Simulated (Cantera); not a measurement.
Charge: 1 mol PbO, 0.34 mol H₂, 0.22 mol H₂O, held at 600000 Pa.

Cantera equilibrium calculation (NASA polynomials, part measured and part estimated; ideal gas, pure solids and liquids). Candidate condensed phases: H₂O, Pb, PbO, PbO₂, Pb₃O₄; 12 gas species. Each liquid is taken as pure. Mutual solubility and eutectic melting of coexisting phases are not modelled. Gases not in the tables: (PbO)n polymers. Equilibrium is a limit: real reactors are often held back by kinetics, nucleation or transport.

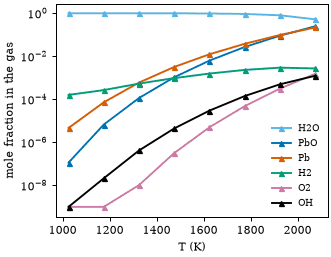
Fig. 1. Equilibrium gas composition (values under 1e-9 drawn at 1e-9)

Task: Read off the mole fractions at 1925 K.

Result: H₂O about 0.81, Pb about 0.098, PbO about 0.091, H₂ about 0.0030, OH about 0.00050, O₂ about 0.00032.
